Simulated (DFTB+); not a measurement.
# Run report: C$_{5}$H$_{5}$NO, property calculation (part 1 of 2)

System: C$_{5}$H$_{5}$NO, SMILES [O-][n+]1ccccc1.
Method: DFTB2, R-SCC (DFTB+ 25.1).

The geometry comes from this level: GFN2-xTB.

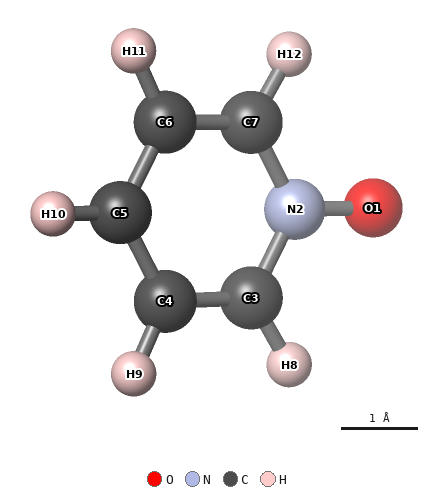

Fig. 1: The structure as given in the input (ball-and-stick view, seen at a tilt; atoms are numbered from 1 in the order of the input).

Input (dftb_in.hsd)
```
# DFTB2 single point with population analysis
Geometry = GenFormat {
  <<< "start.gen"
}
Hamiltonian = DFTB {
  SCC = Yes
  SlaterKosterFiles = Type2FileNames {
    Prefix = "slakos/"
    Separator = ""
    Suffix = ".spl"
    LowerCaseTypeName = Yes
  }
  MaxAngularMomentum {
    O = "p"
    N = "p"
    C = "p"
    H = "s"
  }
}
Analysis {
  PrintForces = Yes
  CM5 {}
  Localise = PipekMezey {}
}
Options {
  WriteResultsTag = Yes
}
ParserOptions {
  ParserVersion = 14
}
```

File start.gen
```
12 C
O N C H
   1  1     -0.234500     -2.592850      0.129280
   2  2     -0.122410     -1.346860      0.067000
   3  3     -0.053840     -0.598690      1.194750
   4  3      0.069850      0.768900      1.150600
   5  3      0.128430      1.423670     -0.071010
   6  3      0.058190      0.652190     -1.221570
   7  3     -0.065290     -0.713370     -1.128980
   8  4     -0.103810     -1.156630      2.117020
   9  4      0.120520      1.319780      2.076490
  10  4      0.225960      2.495200     -0.124040
  11  4      0.100300      1.108280     -2.198190
  12  4     -0.123400     -1.359610     -1.991340
```

Machine: 1 thread of Intel Xeon @ 2.50GHz (Skylake/Cascade Lake), 128 GiB of memory available, shared host.

Launched with:
```bash
dftb+ > run.log
```

What the program printed
```
|  DFTB+ development version (commit: a23bfb2)

Reading input file 'dftb_in.hsd'
Parser version: 14

--------------------------------------------------------------------------------
Reading SK-files:
./slakos/oo.spl
./slakos/on.spl
./slakos/oc.spl
./slakos/oh.spl
./slakos/nn.spl
./slakos/nc.spl
./slakos/nh.spl
./slakos/cc.spl
./slakos/ch.spl
./slakos/hh.spl
Done.

Processed input in HSD format written to 'dftb_pin.hsd'

Starting initialization...
--------------------------------------------------------------------------------
OpenMP threads:              1
Chosen random seed:          384582807
Current stacksize:           unlimited
Mode:                        Static calculation
Self consistent charges:     Yes
SCC-tolerance:                 0.100000E-04
Max. scc iterations:                    100
Shell resolved Hubbard:      No
Spin polarisation:           No
Nr. of up electrons:            18.000000
Nr. of down electrons:          18.000000
Periodic boundaries:         No
Electronic solver:           Relatively robust
Mixer:                       Broyden mixer
Mixing parameter:                  0.200000
Nr. of chrg. vec. in memory:            100
Max. SCC-cycles:                        100
Electronic temperature:              0.100000E-07 H      0.272114E-06 eV
Initial charges:             Set automatically (system chrg:   0.000E+00)
Included shells:             O:  s, p
                             N:  s, p
                             C:  s, p
                             H:  s
Extra options:
                             Mulliken analysis
                             Force calculation
Force type                   original

--------------------------------------------------------------------------------

***  Geometry step: 0

 iSCC Total electronic   Diff electronic      SCC error
    1   -0.16713764E+02    0.00000000E+00    0.92129578E+00
    2   -0.16746249E+02   -0.16713764E+02    0.59367159E+00
    3   -0.16765232E+02   -0.32484913E-01    0.18112565E+00
    4   -0.16768438E+02   -0.18983810E-01    0.18397122E+00
    5   -0.16768049E+02   -0.32057329E-02    0.16309499E+00
    6   -0.16771300E+02    0.38960946E-03    0.22597394E-01
    7   -0.16771302E+02   -0.32510448E-02    0.20961137E-01
    8   -0.16771359E+02   -0.20414061E-05    0.30689178E-03
    9   -0.16771358E+02   -0.57023383E-04    0.18233719E-02
   10   -0.16771359E+02    0.39563866E-06    0.19710737E-03
   11   -0.16771359E+02   -0.41414897E-06    0.10670470E-03
   12   -0.16771359E+02   -0.35454271E-08    0.12971207E-04
   13   -0.16771359E+02   -0.13579182E-08    0.40179053E-05

Total Energy:                      -16.1282707001 H         -438.8726 eV
Extrapolated to 0K:                -16.1282707001 H         -438.8726 eV
Total Mermin free energy:          -16.1282707001 H         -438.8726 eV
Force related energy:              -16.1282707001 H         -438.8726 eV

Original localisation 0.40163992E+01
 Pipek Mezey localisation
 Initial   4.0163992345623036
 Iter:1, tol:  0.10E+00
Current localisation     7.105696 change   0.308929632934E+01
 max(alpha)  0.14E-02
 Iter:2, tol:  0.10E+00
Current localisation     7.173320 change   0.676240101489E-01
 max(alpha)  0.18E+00
 Iter:3, tol:  0.10E+00
Current localisation     7.173268 change  -0.513748876960E-04
 max(alpha)  0.73E-07
 Iter:4, tol:  0.10E+00
Current localisation     7.173268 change   0.884597985973E-07
 max(alpha)  0.21E-03
 Iter:5, tol:  0.10E+00
Current localisation     7.173268 change   0.755588747126E-08
 Converged on rotation angle
 Final   7.1732682951804092
 Pipek Mezey localisation
 Initial   7.1732682951804092
 Iter:1, tol:  0.10E-01
Current localisation     8.666674 change   0.149340612506E+01
 max(alpha)  0.67E+00
 Iter:2, tol:  0.10E-01
Current localisation     8.887310 change   0.220635607137E+00
 max(alpha)  0.12E-01
 Iter:3, tol:  0.10E-01
Current localisation     8.887928 change   0.618125894380E-03
 max(alpha)  0.30E-05
 Iter:4, tol:  0.10E-01
Current localisation     8.887932 change   0.399644667404E-05
 max(alpha)  0.19E-02
 Iter:5, tol:  0.10E-01
Current localisation     8.887934 change   0.209575503796E-05
 max(alpha)  0.10E-02
 Iter:6, tol:  0.10E-01
Current localisation     8.887935 change   0.108784505137E-05
 max(alpha)  0.80E-03
 Iter:7, tol:  0.10E-01
Current localisation     8.887936 change   0.594559400824E-06
 max(alpha)  0.59E-03
 Iter:8, tol:  0.10E-01
Current localisation     8.887936 change   0.322931107632E-06
 max(alpha)  0.43E-03
 Iter:9, tol:  0.10E-01
Current localisation     8.887936 change   0.175817817194E-06
 max(alpha)  0.32E-03
 Iter:10, tol:  0.10E-01
Current localisation     8.887937 change   0.959081329910E-07
 max(alpha)  0.23E-03
 Iter:11, tol:  0.10E-01
Current localisation     8.887937 change   0.524731387230E-07
 max(alpha)  0.17E-03
 Iter:12, tol:  0.10E-01
Current localisation     8.887937 change   0.288247932190E-07
 max(alpha)  0.13E-03
 Iter:13, tol:  0.10E-01
Current localisation     8.887937 change   0.159196211769E-07
 max(alpha)  0.93E-04
 Iter:14, tol:  0.10E-01
Current localisation     8.887937 change   0.885453843580E-08
 max(alpha)  0.68E-04
 Iter:15, tol:  0.10E-01
Current localisation     8.887937 change   0.496991958698E-08
 max(alpha)  0.50E-04
 Iter:16, tol:  0.10E-01
Current localisation     8.887937 change   0.282176060296E-08
 max(alpha)  0.37E-04
 Iter:17, tol:  0.10E-01
Current localisation     8.887937 change   0.162492774791E-08
 max(alpha)  0.27E-04
 Iter:18, tol:  0.10E-01
Current localisation     8.887937 change   0.951706269348E-09
 max(alpha)  0.20E-04
 Iter:19, tol:  0.10E-01
Current localisation     8.887937 change   0.568423530467E-09
 max(alpha)  0.15E-04
 Iter:20, tol:  0.10E-01
Current localisation     8.887937 change   0.346981110511E-09
 max(alpha)  0.11E-04
 Iter:21, tol:  0.10E-01
Current localisation     8.887937 change   0.216763496041E-09
 max(alpha)  0.79E-05
 Iter:22, tol:  0.10E-01
Current localisation     8.887937 change   0.138662414884E-09
 max(alpha)  0.58E-05
 Iter:23, tol:  0.10E-01
Current localisation     8.887937 change   0.907451891408E-10
 max(alpha)  0.43E-05
 Iter:24, tol:  0.10E-01
Current localisation     8.887937 change   0.606750205634E-10
 max(alpha)  0.31E-05
 Iter:25, tol:  0.10E-01
Current localisation     8.887937 change   0.413287182255E-10
 max(alpha)  0.23E-05
 Iter:26, tol:  0.10E-01
Current localisation     8.887937 change   0.286206613964E-10
 max(alpha)  0.17E-05
 Iter:27, tol:  0.10E-01
Current localisation     8.887937 change   0.200817140694E-10
 max(alpha)  0.12E-05
 Iter:28, tol:  0.10E-01
Current localisation     8.887937 change   0.142481582088E-10
 max(alpha)  0.92E-06
 Iter:29, tol:  0.10E-01
Current localisation     8.887937 change   0.101980646150E-10
 max(alpha)  0.67E-06
 Iter:30, tol:  0.10E-01
Current localisation     8.887937 change   0.734345917408E-11
 max(alpha)  0.49E-06
 Iter:31, tol:  0.10E-01
Current localisation     8.887937 change   0.531663602032E-11
 max(alpha)  0.36E-06
 Iter:32, tol:  0.10E-01
Current localisation     8.887937 change   0.386357612570E-11
 max(alpha)  0.27E-06
 Iter:33, tol:  0.10E-01
Current localisation     8.887937 change   0.281374923361E-11
 max(alpha)  0.20E-06
 Iter:34, tol:  0.10E-01
Current localisation     8.887937 change   0.205702122003E-11
 max(alpha)  0.14E-06
 Iter:35, tol:  0.10E-01
Current localisation     8.887937 change   0.150635059981E-11
 max(alpha)  0.11E-06
 Iter:36, tol:  0.10E-01
Current localisation     8.887937 change   0.109778852675E-11
 max(alpha)  0.78E-07
 Iter:37, tol:  0.10E-01
Current localisation     8.887937 change   0.804689648248E-12
 max(alpha)  0.57E-07
 Iter:38, tol:  0.10E-01
Current localisation     8.887937 change   0.586197757002E-12
 max(alpha)  0.42E-07
 Iter:39, tol:  0.10E-01
Current localisation     8.887937 change   0.442312853011E-12
 max(alpha)  0.31E-07
 Iter:40, tol:  0.10E-01
Current localisation     8.887937 change   0.342836870004E-12
 max(alpha)  0.23E-07
 Iter:41, tol:  0.10E-01
Current localisation     8.887937 change   0.200728322852E-12
 max(alpha)  0.16E-07
 Iter:42, tol:  0.10E-01
Current localisation     8.887937 change   0.175859327101E-12
 max(alpha)  0.12E-07
 Iter:43, tol:  0.10E-01
Current localisation     8.887937 change   0.147437617670E-12
 max(alpha)  0.91E-08
 Iter:44, tol:  0.10E-01
Current localisation     8.887937 change   0.390798504668E-13
 max(alpha)  0.75E-08
 Iter:45, tol:  0.10E-01
Current localisation     8.887937 change   0.186517468137E-12
 max(alpha)  0.53E-08
 Iter:46, tol:  0.10E-01
Current localisation     8.887937 change   0.000000000000E+00
 Converged on rotation angle
 Final   8.8879366405383315
 Pipek Mezey localisation
 Initial   8.8879366405383315
 Iter:1, tol:  0.10E-05
Current localisation     9.699299 change   0.811361932045E+00
 max(alpha)  0.21E-01
 Iter:2, tol:  0.10E-05
Current localisation     9.720718 change   0.214195466934E-01
 max(alpha)  0.19E-01
 Iter:3, tol:  0.10E-05
Current localisation     9.720894 change   0.175788102496E-03
 max(alpha)  0.86E-02
 Iter:4, tol:  0.10E-05
Current localisation     9.721120 change   0.225906835029E-03
 max(alpha)  0.11E-01
 Iter:5, tol:  0.10E-05
Current localisation     9.721482 change   0.362154659321E-03
 max(alpha)  0.14E-01
 Iter:6, tol:  0.10E-05
Current localisation     9.722061 change   0.579220328175E-03
 max(alpha)  0.17E-01
 Iter:7, tol:  0.10E-05
Current localisation     9.722985 change   0.923529719206E-03
 max(alpha)  0.21E-01
 Iter:8, tol:  0.10E-05
Current localisation     9.724452 change   0.146705211109E-02
 max(alpha)  0.27E-01
 Iter:9, tol:  0.10E-05
Current localisation     9.726772 change   0.232054999321E-02
 max(alpha)  0.34E-01
 Iter:10, tol:  0.10E-05
Current localisation     9.730424 change   0.365151139999E-02
 max(alpha)  0.43E-01
 Iter:11, tol:  0.10E-05
Current localisation     9.736117 change   0.569343489200E-02
 max(alpha)  0.55E-01
 Iter:12, tol:  0.10E-05
Current localisation     9.744753 change   0.863533087590E-02
 max(alpha)  0.68E-01
 Iter:13, tol:  0.10E-05
Current localisation     9.756702 change   0.119491040586E-01
 max(alpha)  0.80E-01
```
